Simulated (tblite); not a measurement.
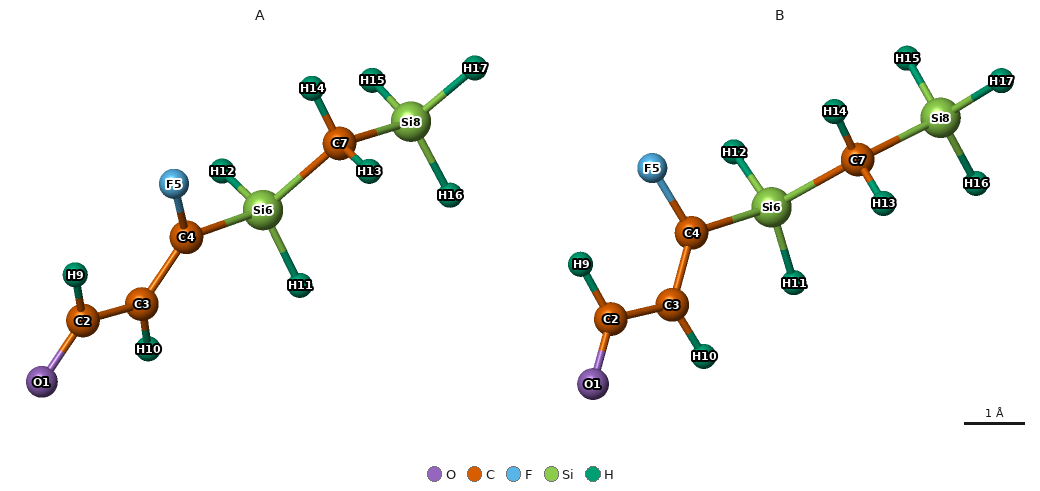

Two geometries of C4H9FOSi2, drawn at one scale. One is the start of a relaxation, the other its converged end. A ball-and-stick model, seen from a free direction.

Computed with tblite, GFN2-xTB geometry optimisation, gas phase. 

> Which of the two is the end point?

Structure B is the relaxed one. The energy falls by 6.37 kcal/mol in 148 geometry steps. The atom that moves furthest after the best rigid fit is F5 (1.11 Å). Largest moves by element: F 1.11 Å, H 0.88 Å, O 0.84 Å, C 0.39 Å, Si 0.38 Å. Near-neighbour distances that change, for instance: C7–Si8 1.835 → 1.905 Å, C4–Si6 1.851 → 1.907 Å, Si6–C7 1.848 → 1.895 Å, O1–C2 1.234 → 1.206 Å. Bond angles that change, for instance: Si6–C7–Si8 106.2° → 114.8°, C4–C3–H10 122.9° → 118.3°, H11–Si6–H12 107.8° → 111.9°. Groups turn about C4–Si6 by about 50°.
